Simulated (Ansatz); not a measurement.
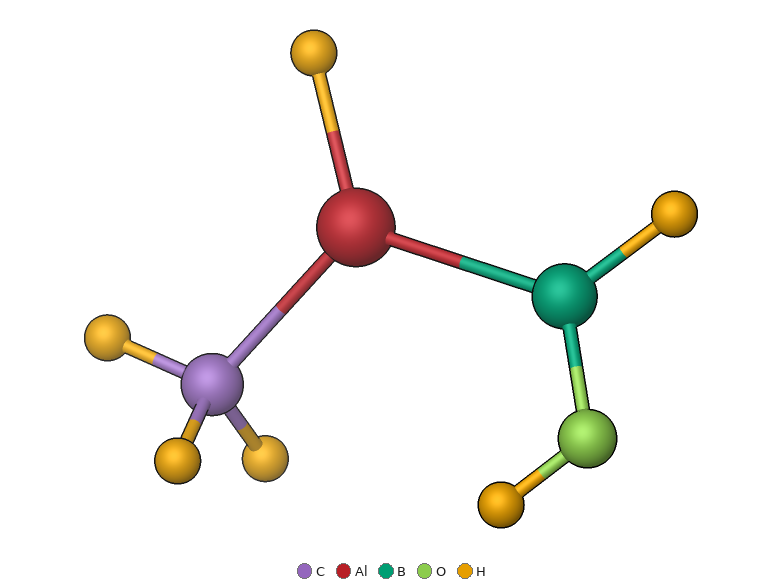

The geometry was computed by an optimisation with PBE-D4/def2-SVP. No frequency run is at hand to confirm it as a minimum.

Give the structural formula.

SMILES: [CH3][AlH][BH]O

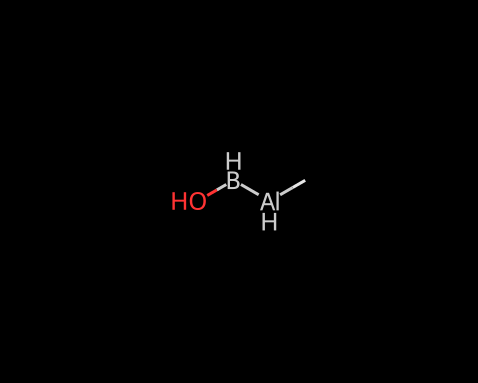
